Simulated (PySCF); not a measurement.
**[WO2(H2O)2]2+: other spin states, a change of charge and excitations**

How does [WO2(H2O)2]2+ respond at fixed geometry? The runs cover other spin states, a change of charge and excitations. The structure is generated, not taken from experiment.

Program: PySCF 2.14.0. Level of theory: r2SCAN, W def2-SVP with ECP60, O def2-SVP, H def2-SVP; scalar-relativistic core potentials, no spin–orbit coupling. These are calculated values, not measurements.

4 further runs of the same task are left out: 2 for a known fault of the program, 1 that didn't finish, 1 set aside as unsound or not needed.

## (1) Where the work starts

9 atoms, charge 2, spin multiplicity 1.

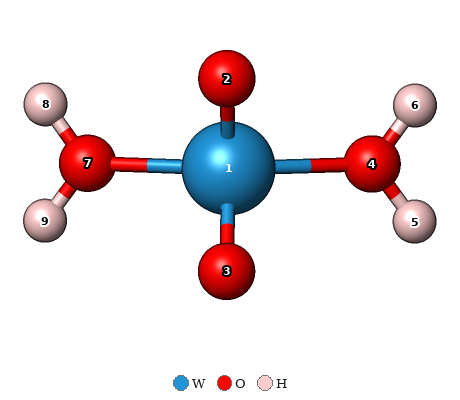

The geometry (tungsten blue, oxygen red, hydrogen pink); atoms are numbered from 1 in the order of the file.

Coordinates:

```xyz
9
charge 2, multiplicity 1
W     0.0000    0.0000   -0.3829
O     0.9143    0.9514    0.6455
O    -0.9143   -0.9514    0.6455
O     1.4004   -1.3431   -1.1078
H     1.2663   -2.3165   -1.2121
H     2.3705   -1.1726   -1.1930
O    -1.4004    1.3431   -1.1078
H    -1.2663    2.3165   -1.2121
H    -2.3705    1.1726   -1.1930
```

Formal oxidation states: W +6. An earlier session relaxed this geometry at r2SCAN, W def2-SVP with ECP60, O def2-SVP, H def2-SVP (singlet, point group C2v).

Its energy there is -369.443254 Eh.

## (2) Multiplicity 3 at the relaxed geometry

run.py (the lines that set the calculation) reads:

```python
mol = gto.M(atom='''
W      0.00000     0.00000    -0.38286
O      0.91429     0.95141     0.64552
O     -0.91429    -0.95141     0.64552
O      1.40036    -1.34313    -1.10782
H      1.26629    -2.31652    -1.21208
H      2.37050    -1.17256    -1.19302
O     -1.40036     1.34313    -1.10782
H     -1.26629     2.31652    -1.21208
H     -2.37050     1.17256    -1.19302''',
    basis={'W': 'def2-SVP', 'O': 'def2-SVP', 'H': 'def2-SVP'},
    ecp={'W': 'def2-SVP'},
    charge=2, spin=2)
mf = dft.UKS(mol, xc='R2SCAN')
mf.grids.atom_grid = (50, 194)
mf = mf.density_fit()  # fitting sets: W def2-universal-JKFIT, O def2-universal-JKFIT, H def2-universal-JKFIT
mf.conv_tol = 1e-08; mf.max_cycle = 55
mf.kernel(dm0)  # dm0: free metal ions and neutral atoms
```

On the command line:

```sh
$ OMP_NUM_THREADS=2 python run.py
```

The program printed:

```text
init E= -368.988581957195
cycle= 1 E= -368.564099744696  delta_E= 0.424  |g|= 1.15  |ddm|= 2.48
cycle= 2 E= -358.598098128289  delta_E= 9.97  |g|= 3.94  |ddm|= 4.04
cycle= 3 E= -369.167734814207  delta_E= -10.6  |g|= 0.486  |ddm|= 3.76
cycle= 4 E= -369.25081047656  delta_E= -0.0831  |g|= 0.308  |ddm|= 0.838
cycle= 5 E= -369.289484903467  delta_E= -0.0387  |g|= 0.0989  |ddm|= 0.286
cycle= 6 E= -369.292974813438  delta_E= -0.00349  |g|= 0.0523  |ddm|= 0.0672
cycle= 7 E= -369.294249853445  delta_E= -0.00128  |g|= 0.0239  |ddm|= 0.0491
cycle= 8 E= -369.294541082353  delta_E= -0.000291  |g|= 0.00304  |ddm|= 0.0251
cycle= 9 E= -369.294549659943  delta_E= -8.58e-06  |g|= 0.00114  |ddm|= 0.00576
cycle= 10 E= -369.294550701719  delta_E= -1.04e-06  |g|= 0.00038  |ddm|= 0.00192
cycle= 11 E= -369.294550844121  delta_E= -1.42e-07  |g|= 6.74e-05  |ddm|= 0.000903
cycle= 12 E= -369.294550848632  delta_E= -4.51e-09  |g|= 2.34e-05  |ddm|= 0.000196
Extra cycle  E= -369.294550848247  delta_E= 3.85e-10  |g|= 5.37e-05  |ddm|= 0.000119
converged SCF energy = -369.294550848247  <S^2> = 2.0345719  2S+1 = 3.0229601
```

Run time: 9.5 s. Hardware: 2 threads of Arm Neoverse V1, shared host.

Read off: E = -369.294551 Eh (+4.046 eV from the relaxed state), HOMO -14.71 eV, LUMO -17.98 eV (over both spins), ⟨S²⟩ = 2.035, Mulliken charge on W1 +1.36 e. An empty level of one spin lies below a filled level of the other.

## (3) One electron removed, multiplicity 2

run.py (the lines that set the calculation): that of step 2 with these lines changed.

```diff
@@ -12,3 +12,3 @@
     ecp={'W': 'def2-SVP'},
-    charge=2, spin=2)
+    charge=3, spin=1)
 mf = dft.UKS(mol, xc='R2SCAN')
@@ -17,2 +17,2 @@
 mf.conv_tol = 1e-08; mf.max_cycle = 55
-mf.kernel(dm0)  # dm0: free metal ions and neutral atoms
+mf.kernel(dm0)  # dm0: the density of the relaxed state
```

On the command line:

```sh
$ OMP_NUM_THREADS=2 python run.py
```

The program printed:

```text
init E= -369.447407859322
  HOMO = -0.700282838138  LUMO = -0.689908740831  gap/eV = 0.28229
cycle= 1 E= -368.541882413968  delta_E= 0.906  |g|=  0.4  |ddm|= 0.686
  HOMO = -0.971969090963  LUMO = -0.970800577281  gap/eV = 0.03180
cycle= 2 E= -367.499051784457  delta_E= 1.04  |g|= 1.52  |ddm|= 1.38
  HOMO = -1.02254844023  LUMO = -0.970955665811  gap/eV = 1.40391
cycle= 3 E= -368.581009428402  delta_E= -1.08  |g|= 0.31  |ddm|=  1.3
  HOMO = -0.990132268526  LUMO = -0.947175135744  gap/eV = 1.16892
cycle= 4 E= -368.614879728167  delta_E= -0.0339  |g|= 0.101  |ddm|= 0.159
  HOMO = -0.984293881636  LUMO = -0.946795453196  gap/eV = 1.02038
cycle= 5 E= -368.619651900196  delta_E= -0.00477  |g|= 0.0327  |ddm|= 0.0972
  HOMO = -0.987057580133  LUMO = -0.944838576031  gap/eV = 1.14884
cycle= 6 E= -368.620029452515  delta_E= -0.000378  |g|= 0.014  |ddm|= 0.0333
  HOMO = -0.987748885607  LUMO = -0.944263284157  gap/eV = 1.18330
cycle= 7 E= -368.620154890796  delta_E= -0.000125  |g|= 0.00425  |ddm|= 0.0185
  HOMO = -0.987714889858  LUMO = -0.943733948169  gap/eV = 1.19678
cycle= 8 E= -368.620153024954  delta_E= 1.87e-06  |g|= 0.00643  |ddm|= 0.00819
  HOMO = -0.987681929642  LUMO = -0.943632047455  gap/eV = 1.19866
cycle= 9 E= -368.62016992147  delta_E= -1.69e-05  |g|= 0.00203  |ddm|= 0.00545
  HOMO = -0.987565982721  LUMO = -0.943504044621  gap/eV = 1.19899
cycle= 10 E= -368.620172654707  delta_E= -2.73e-06  |g|= 0.000337  |ddm|= 0.00282
  HOMO = -0.987545444263  LUMO = -0.943471613199  gap/eV = 1.19931
cycle= 11 E= -368.620172828115  delta_E= -1.73e-07  |g|= 9.19e-05  |ddm|= 0.000958
  HOMO = -0.987539813807  LUMO = -0.943474319579  gap/eV = 1.19908
cycle= 12 E= -368.620172842006  delta_E= -1.39e-08  |g|= 1.84e-05  |ddm|= 0.000301
  HOMO = -0.987535928844  LUMO = -0.94347330462  gap/eV = 1.19901
cycle= 13 E= -368.620172842501  delta_E= -4.96e-10  |g|= 3.97e-06  |ddm|= 5.31e-05
  HOMO = -0.987536044637  LUMO = -0.943472589952  gap/eV = 1.19903
Extra cycle  E= -368.620172842504  delta_E= -2.61e-12  |g|= 6.22e-06  |ddm|= 7.56e-06
converged SCF energy = -368.620172842504  <S^2> = 0.79765155  2S+1 = 2.047097
```

Wall time 9.5 s (2 threads of Arm Neoverse V1, shared host).

It gives: E = -368.620173 Eh (+22.397 eV from the relaxed state), HOMO -26.87 eV, LUMO -25.67 eV (over both spins), ⟨S²⟩ = 0.798, Mulliken charge on W1 +1.71 e. 

## (4) One electron added, multiplicity 2

run.py (the lines that set the calculation): that of step 3 with these lines changed.

```diff
@@ -12,3 +12,3 @@
     ecp={'W': 'def2-SVP'},
-    charge=3, spin=1)
+    charge=1, spin=1)
 mf = dft.UKS(mol, xc='R2SCAN')
```

On the command line:

```sh
$ OMP_NUM_THREADS=2 python run.py
```

The program printed:

```text
init E= -369.447075661772
  HOMO = -0.524700696877  LUMO = -0.51548739629  gap/eV = 0.25071
cycle= 1 E= -369.784658863632  delta_E= -0.338  |g|= 0.29  |ddm|= 1.09
  HOMO = -0.205094184573  LUMO = -0.201369081763  gap/eV = 0.10137
cycle= 2 E= -369.648966393364  delta_E= 0.136  |g|= 0.553  |ddm|= 1.85
  HOMO = -0.273199959952  LUMO = -0.257922708589  gap/eV = 0.41572
cycle= 3 E= -369.822309497532  delta_E= -0.173  |g|= 0.232  |ddm|= 1.47
  HOMO = -0.276502334695  LUMO = -0.251040693116  gap/eV = 0.69285
cycle= 4 E= -369.842206385439  delta_E= -0.0199  |g|= 0.0642  |ddm|= 0.333
  HOMO = -0.281411131255  LUMO = -0.248157019664  gap/eV = 0.90489
cycle= 5 E= -369.844420965451  delta_E= -0.00221  |g|= 0.0361  |ddm|= 0.232
  HOMO = -0.286345082593  LUMO = -0.253298108432  gap/eV = 0.89925
cycle= 6 E= -369.845157933259  delta_E= -0.000737  |g|= 0.0224  |ddm|= 0.098
  HOMO = -0.289714238595  LUMO = -0.25686249978  gap/eV = 0.89394
cycle= 7 E= -369.845454942529  delta_E= -0.000297  |g|= 0.0062  |ddm|= 0.0756
  HOMO = -0.290383524496  LUMO = -0.258046331256  gap/eV = 0.87994
cycle= 8 E= -369.845523469315  delta_E= -6.85e-05  |g|= 0.0037  |ddm|= 0.0576
  HOMO = -0.290721802531  LUMO = -0.258998800872  gap/eV = 0.86323
cycle= 9 E= -369.845560923174  delta_E= -3.75e-05  |g|= 0.0017  |ddm|= 0.0515
  HOMO = -0.290802208105  LUMO = -0.259171868714  gap/eV = 0.86071
cycle= 10 E= -369.845574965246  delta_E= -1.4e-05  |g|= 0.000602  |ddm|= 0.0433
  HOMO = -0.290799333887  LUMO = -0.259177687191  gap/eV = 0.86047
cycle= 11 E= -369.845576785894  delta_E= -1.82e-06  |g|= 0.000297  |ddm|= 0.0174
  HOMO = -0.290793379991  LUMO = -0.259161219025  gap/eV = 0.86075
cycle= 12 E= -369.845576825555  delta_E= -3.97e-08  |g|= 0.000512  |ddm|= 0.00322
  HOMO = -0.290802335545  LUMO = -0.259170694121  gap/eV = 0.86074
cycle= 13 E= -369.845576971836  delta_E= -1.46e-07  |g|= 6.09e-05  |ddm|= 0.0023
  HOMO = -0.290798598753  LUMO = -0.259166782374  gap/eV = 0.86075
cycle= 14 E= -369.84557698307  delta_E= -1.12e-08  |g|= 1.65e-05  |ddm|= 0.00136
  HOMO = -0.290798711594  LUMO = -0.25917013443  gap/eV = 0.86066
cycle= 15 E= -369.845576983621  delta_E= -5.51e-10  |g|= 7.33e-06  |ddm|= 6.57e-05
  HOMO = -0.290798809463  LUMO = -0.259170881591  gap/eV = 0.86064
Extra cycle  E= -369.84557698353  delta_E= 9.09e-11  |g|= 1.99e-05  |ddm|= 3.28e-05
converged SCF energy = -369.84557698353  <S^2> = 0.75220603  2S+1 = 2.0022048
```

Run time: 11 s. Hardware: 2 threads of Arm Neoverse V1, shared host.

Result: E = -369.845577 Eh (-10.948 eV from the relaxed state), HOMO -7.91 eV, LUMO -7.31 eV (over both spins), ⟨S²⟩ = 0.752, Mulliken charge on W1 +0.97 e. 

## (5) Singlet excitations, Tamm-Dancoff B3LYP

run.py (the lines that set the calculation): that of step 4 with these lines changed.

```diff
@@ -12,4 +12,4 @@
     ecp={'W': 'def2-SVP'},
-    charge=1, spin=1)
-mf = dft.UKS(mol, xc='R2SCAN')
+    charge=2, spin=0)
+mf = dft.RKS(mol, xc='B3LYP')
 mf.grids.atom_grid = (50, 194)
```

On the command line:

```sh
$ OMP_NUM_THREADS=2 python run.py
```

The program printed:

```text
init E= -369.56112072882
  HOMO = -0.729919005779063  LUMO = -0.493778384289391  gap/eV = 6.42571
cycle= 1 E= -369.560541592828  delta_E= 0.000579  |g|= 0.106  |ddm|= 0.161
  HOMO = -0.716536749970015  LUMO = -0.508264831471345  gap/eV = 5.66737
cycle= 2 E= -369.52971948172  delta_E= 0.0308  |g|= 0.419  |ddm|= 0.334
  HOMO = -0.731718996770898  LUMO = -0.500175161710537  gap/eV = 6.30063
cycle= 3 E= -369.562586617674  delta_E= -0.0329  |g|= 0.0281  |ddm|= 0.266
  HOMO = -0.730179316472928  LUMO = -0.499467975655558  gap/eV = 6.27798
cycle= 4 E= -369.562733760253  delta_E= -0.000147  |g|= 0.00261  |ddm|= 0.0184
  HOMO = -0.729986099098031  LUMO = -0.499162457339731  gap/eV = 6.28103
cycle= 5 E= -369.562735005675  delta_E= -1.25e-06  |g|= 0.000728  |ddm|= 0.00221
  HOMO = -0.730106189424031  LUMO = -0.499241807250164  gap/eV = 6.28214
cycle= 6 E= -369.5627351118  delta_E= -1.06e-07  |g|= 4.99e-05  |ddm|= 0.00064
  HOMO = -0.730107795922073  LUMO = -0.499236792896588  gap/eV = 6.28232
cycle= 7 E= -369.562735112891  delta_E= -1.09e-09  |g|= 2.43e-05  |ddm|= 0.000108
  HOMO = -0.730108332363667  LUMO = -0.499242170511768  gap/eV = 6.28219
Extra cycle  E= -369.562735111851  delta_E= 1.04e-09  |g|= 7.8e-05  |ddm|= 7.01e-05
converged SCF energy = -369.562735111851
```

Run time: 35 s. Hardware: 2 threads of Arm Neoverse V1, shared host.

It gives: E = -369.562735 Eh, HOMO -19.87 eV, LUMO -13.59 eV, Mulliken charge on W1 +1.43 e. 

Singlet excitations:

| state | energy (eV) | oscillator strength |
| --- | --- | --- |
| 1 | 4.57 | 0.0009 |
| 2 | 4.78 | 0.0000 |
| 3 | 5.02 | 0.0064 |
| 4 | 6.05 | 0.0000 |
| 5 | 6.12 | 0.0117 |
| 6 | 6.20 | 0.0009 |
| 7 | 6.24 | 0.0008 |
| 8 | 6.46 | 0.0011 |

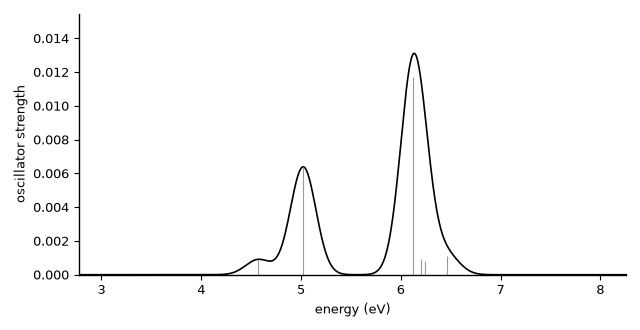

Absorption from the eight lowest singlets. Lines are broadened to a width of 0.30 eV (Gaussian).

## (6) The states side by side

| state | energy from the relaxed state (eV) | ⟨S²⟩ | time |
| --- | --- | --- | --- |
| charge +2, singlet, vacuum (relaxed) | 0 | 0.00 |  |
| charge +1, doublet, vacuum | -10.95 | 0.75 | 11 s |
| charge +2, triplet, vacuum | 4.05 | 2.03 | 9.5 s |
| charge +3, doublet, vacuum | 22.40 | 0.80 | 9.5 s |

An electron taken off or put on is at rest in vacuum. 

In the excitation run (B3LYP), the lowest singlet lies at 4.57 eV (gaps between orbitals at other levels can't be set against it), and the brightest of the eight at 6.12 eV (f = 0.012); spin–orbit coupling would mix in triplets. Removing an electron vertically costs 22.40 eV (doublet), against −HOMO = 18.92 eV. Adding an electron vertically releases 10.95 eV (doublet). The triplet lies 4.05 eV above at this geometry. These are double-zeta-type bases without diffuse functions. Spin–orbit coupling is left out.
